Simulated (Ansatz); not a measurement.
# How far to go with the k-point mesh at a smearing width of 0.05 eV: CrW (Cmm2, 2 atoms in the cell)

```
CrW
1.0
    1.53661    -2.20218     0.00000
    1.53661     2.20218     0.00000
    0.00000     0.00000     4.23919
Cr W
1 1
Direct
  0.00000   0.00000   0.01179
  0.50000   0.50000   0.50000
```

Computed with PBEsol, default PAW files made with PBE (plane waves; Ansatz, a program for electronic structure).

Base settings: basis.ecutwfc = 420 eV; kpoints.mp_grid.grid = 13 13 8; hamiltonian.xc = pbesol; hamiltonian.pseudopotentials = {kind: paw} (the program's default PAW files); scf.occupations.method = gaussian; scf.occupations.width = 0.1 eV.

In this ladder: scf.occupations.width = 0.05 eV.

The second cell is the first with its lattice scaled by 0.98.

Only quantities that move along the ladder and can be compared are tabulated.

The count of work is k-points × plane waves × bands × iterations; it is no time. Core times come from one kind of shared machine, to one figure; runs under 30 s give none.

The starting cell comes from a database of computed structures (which also holds hypothetical and non-ambient phases and stackings), without a prior relaxation at this level. Its lattice was rescaled by up to half a per cent. One atom was moved a little off its site on purpose. Spin polarisation is off. In the base run, with a pressure of about -13 GPa the cell is away from its equilibrium volume at this level. Ansatz's pressure includes its estimate of the finite-basis (Pulay) stress.

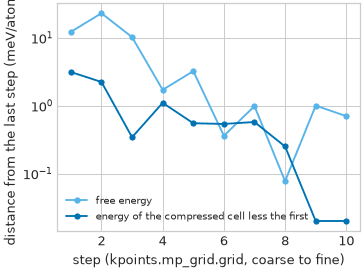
*Distance from the last step along the ladder; very small values are drawn at a floor.*

```csv
kpoints.mp_grid.grid,free energy less the last step's (meV/atom),energy of the compressed cell less the first (meV/atom),pressure (GPa),largest difference of a force vector from the last step's (eV/Å),count of work / last,core time / last (rough)
5 5 3,-12.29,-24.09,-12.52,0.017,0.0070,–
6 6 4,-23.07,-29.46,-13.36,0.062,0.015,–
7 7 4,10.25,-26.88,-12.84,0.009,0.019,–
8 8 5,-1.71,-26.12,-12.79,0.035,0.025,–
10 10 6,3.24,-26.67,-12.87,0.038,0.048,–
12 12 7,0.36,-27.76,-13.05,0.001,0.067,–
14 14 9,0.99,-26.65,-12.84,0.004,0.13,–
17 17 10,-0.08,-26.97,-12.91,0.012,0.19,–
21 21 13,1.01,-27.21,-12.90,0.004,0.33,0.5
25 25 15,0.70,-27.22,-12.92,0.006,0.53,0.5
31 31 18,0.00,-27.22,-12.93,0.000,1.0,1
```

Coarsest kpoints.mp_grid.grid that holds the pressure within 0.05 GPa of the last step, with all finer ones: 17 17 10, at 0.19 of the last step's count of work; the step before is off by 0.09 GPa.

Coarsest kpoints.mp_grid.grid that holds the forces within 0.02 eV/Å of the last step, with all finer ones: 12 12 7, at 0.067 of the last step's count of work; the step before is off by 0.038 eV/Å.

Coarsest kpoints.mp_grid.grid that holds the energy of the compressed cell less the first within 0.2 meV/atom of the last step, with all finer ones: 21 21 13, at 0.33 of the last step's count of work; the step before is off by 0.25 meV/atom.

The energy difference between the two cells stays within 1 meV/atom of the last step's from 10 10 6 on, the total only from 25 25 15 on: much of the error is common to both cells and cancels.

Keys are those of Ansatz 0.2.
